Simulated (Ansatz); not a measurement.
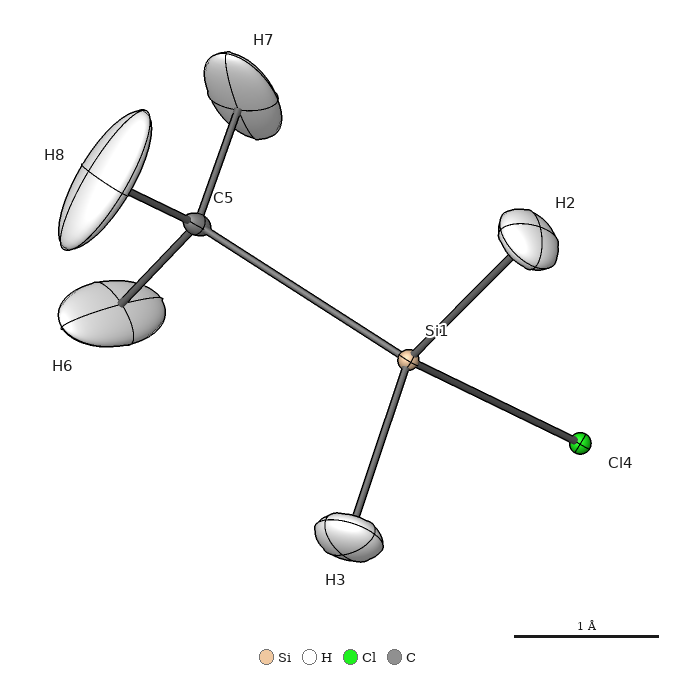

Displacement ellipsoids at the 50 % level, from the internal vibrations of the free molecule (harmonic, no overall translation or rotation; no half-axis is drawn under 0.075 Å). Vibrations computed with RKS PBE0-D4/def2-TZVP (Ansatz 0.2.0). Temperature: 400 K.

**Which atom moves most?**

H8, with U_eq = 0.0574 Å².

**Does H7 move more along its bond or across it?**

Across it: the root-mean-square amplitude is 0.077 Å along the bond and up to 0.353 Å across, since bending and torsion are softer than stretching.

List U_eq and the three principal root-mean-square amplitudes for each kind of atom.

```
  atom  U_eq (Å²)   rms amplitudes (Å)
   Si1     0.0012  0.025, 0.026, 0.048
H2, H3     0.0201  0.090, 0.156, 0.167
   Cl4    0.00081  0.015, 0.020, 0.043
    C5     0.0029  0.021, 0.035, 0.083
H6, H7     0.0528  0.076, 0.166, 0.353
    H8     0.0574  0.099, 0.181, 0.360
```
